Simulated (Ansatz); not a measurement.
Consider C3H9SSb (SMILES C[CH2][Sb]([CH3])[SH]).

| atom | x (Å) | y (Å) | z (Å) |
| --- | --- | --- | --- |
| C | -1.5361 | -1.3068 | 0.5902 |
| C | -0.5559 | -0.2771 | 0.0426 |
| C | 0.7390 | 0.4000 | 2.8708 |
| S | 2.2786 | 1.7071 | 0.0627 |
| Sb | 1.4288 | -0.4216 | 0.9722 |
| H | -2.5210 | -1.2235 | 0.0995 |
| H | -1.7047 | -1.1803 | 1.6726 |
| H | -1.1824 | -2.3389 | 0.4290 |
| H | -0.4024 | -0.3962 | -1.0425 |
| H | -0.9097 | 0.7541 | 0.2114 |
| H | 0.2248 | -0.3831 | 3.4494 |
| H | 1.6058 | 0.7572 | 3.4450 |
| H | 0.0470 | 1.2369 | 2.6926 |
| H | 1.1817 | 2.4261 | 0.3977 |

Geometry: r2SCAN-D4/def2-SVP; core potentials replace the inner electrons of Sb.

Computed with Ansatz, isolated molecule in a Gaussian basis; Kohn-Sham density functional theory, functional PBE0.

**What can the converged electron density and electron localisation function tell about the bonding?**

C–C (1.52 Å): ρ at the midpoint is about 1.6 e/Å³; the ELF peaks at about 0.95 between the atoms, as expected for localised, covalent bonding.
C–Sb (2.20 Å): ρ at the midpoint is about 0.68 e/Å³; the ELF peaks at about 0.90 in the valence shell of C, 0.8 Å from its nucleus, and drops to about 0.20 between the two atoms.
C–H (1.10 Å): ρ is about 1.9 e/Å³ halfway; the ELF climbs to about 1 towards the hydrogen, as it does in any bond to H (an ordinary covalent bond to hydrogen).

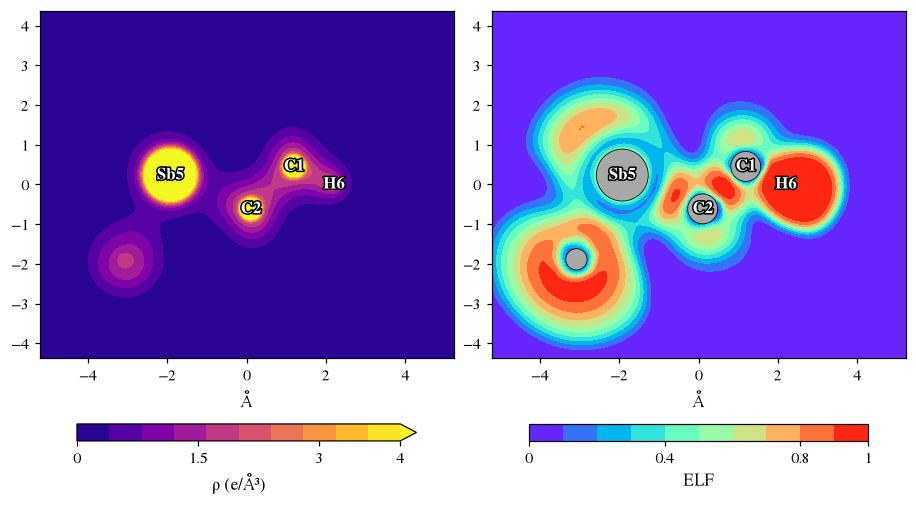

Computed electron density and electron localisation function on the plane of atoms C1, C2 and Sb5, in this order. Grey discs cover the atomic cores in the ELF map. 
